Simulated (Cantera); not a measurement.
A closed system holds: 1 mol Si3N4, 0.24 mol C, 4.2 mol H2, at 1.33 mbar.

Equilibrium computed with Cantera from the NASA thermochemical tables; the gas is ideal and each condensed phase is pure. Candidate condensed phases: C, C6H6, C7H8, C8H18, Si, SiC, Si3N4; 105 gas species. The tables' values for SiN are old estimates; treat these amounts as uncertain. Gases not in the tables: Si2H6 and higher silanes. The numbers say what is thermodynamically allowed, not how fast it happens.

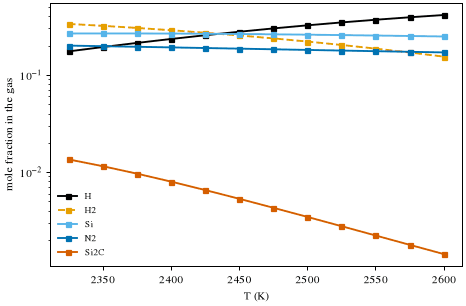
Equilibrium gas composition (values under 1e-9 drawn at 1e-9)

Problem. Read off the mole fractions at 2600 K.

Solution. H about 0.41, Si about 0.25, N2 about 0.17, H2 about 0.15, Si2C about 0.0014.
